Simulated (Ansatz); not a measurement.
Zr₂NbC₂

Input file:

```
crystal:
  lattice:
    - [5.1384210222, 0.0, 0.0]
    - [-2.5692105111, 4.4500031406, 0.0]
    - [0.0, 0.0, 4.3680934292]
  atoms:
    - { symbol: Zr, position: [0.3333333333, 0.6666666667, 0.5] }
    - { symbol: Zr, position: [0.6666666667, 0.3333333333, 0.5] }
    - { symbol: Nb, position: [0.0, 0.0, 0.5] }
    - { symbol: C, position: [0.3333333333, 0.6666666667, 0.0] }
    - { symbol: C, position: [0.6666666667, 0.3333333333, 0.0] }
basis:
  ecutwfc: 420
kpoints:
  mp_grid: { grid: [12, 12, 8] }
hamiltonian:
  xc: pbe
scf:
  occupations: { method: gaussian, width: 0.1 }
output:
  forces: true
  stress: true
  eigenvalues: true
  write_density: true
  write_potential: true
  elf: true
  volumetric_format: npy
relax:
  adjacent_minimum: "off"
  f_tol: 0.01
  max_steps: 80
  cell: { stress_tol: 0.05 }
```

Run with:

```sh
ansatz run input.yaml --threads 1 --pin off --max-ram 2560MiB --backend cpu --events-out ev --progress --plain --runs-dir out
```

Below, planes, directions and counts refer to the conventional cell (a = 5.12 Å, b = 5.12 Å, c = 4.39 Å, α = 90.00°, β = 90.00°, γ = 120.00°).

The fields are those of the run's last geometry, not of the input's.

Space group P6/mmm; a structure generated by program, which may or may not match a known phase; computed without spin polarisation.

Theory: DFT PBE, scalar-relativistic, plane waves, PAW in Ansatz.

What can the converged valence pseudo-density and electron localisation function tell about the bonding?

Zr–C (2.20 Å): ρ at the midpoint is about 0.65 e/Å³; the ELF peaks at about 0.90 in the valence shell of C, 0.6 Å from its nucleus, and drops to about 0.30 between the two atoms (no localised pair shows between them).
Zr–Nb (2.96 Å): ρ at the midpoint is about 0.27 e/Å³; the ELF is about 0.30 at the midpoint (no shared electron pair shows on this line).
Zr–Zr (2.96 Å): ρ at the midpoint is about 0.21 e/Å³; the ELF is about 0.20 at the midpoint (no shared electron pair shows on this line).

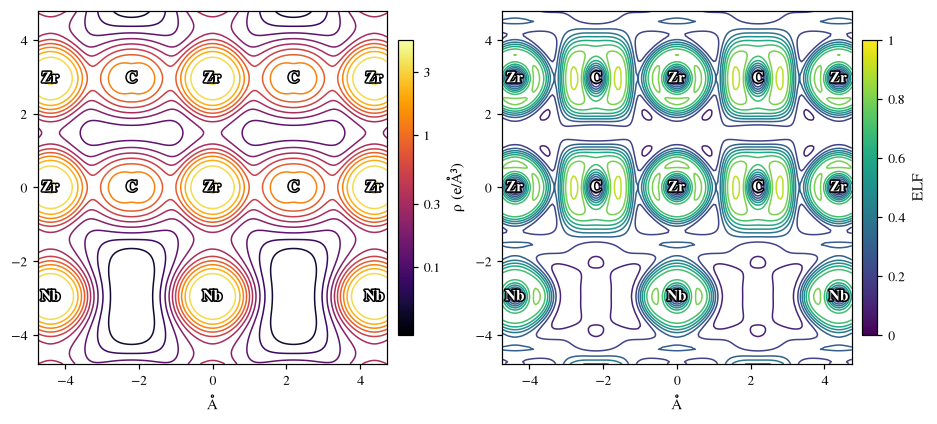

Computed valence pseudo-density and electron localisation function on the (110) plane of the conventional cell, in this order. 

Core electrons are frozen (PAW), and the valence fields are smoothed inside the atomic spheres.
